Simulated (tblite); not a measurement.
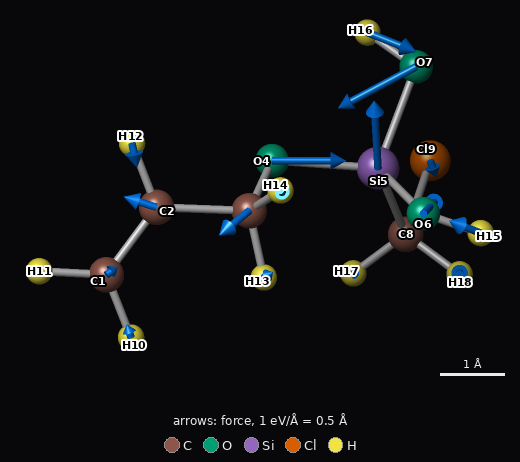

Starting geometry of C4H9ClO3Si with the computed forces as blue arrows. A ball-and-stick model, seen at a tilt.

These are results of GFN2-xTB geometry optimisation, gas phase (tblite 0.8.0), not measurements. 

Is this structure relaxed? If not, where do the atoms go?

It isn't relaxed: the largest force vector, on an O atom, is 2.82 eV/Å. The final displacements have little in common with the starting forces (cosine between the two patterns 0.19). After 244 geometry steps the energy has fallen by 21.9 kcal/mol. The largest move after the best rigid fit is that of the Cl atom, 2.24 Å. Largest moves by element: Cl 2.24 Å, H 1.47 Å, O 0.81 Å, C 0.56 Å, Si 0.30 Å. Some distances before and after: O–Si 1.724 → 1.620 Å, O–Si 1.694 → 1.619 Å, H–O 1.002 → 0.954 Å, C–Si 1.869 → 1.913 Å. Among the angles between lasting bonds that change: C–O–Si 108.8° → 129.6°, Si–O–H 105.9° → 119.3°, Si–O–H 108.9° → 120.0°. Groups turn about O–Si by about 110°, C–Si by about 60°, O–Si by about 55°. The run took 3.4 s on 1 thread of Intel(R) Xeon(R) Processor @ 2.70GHz (shared host).
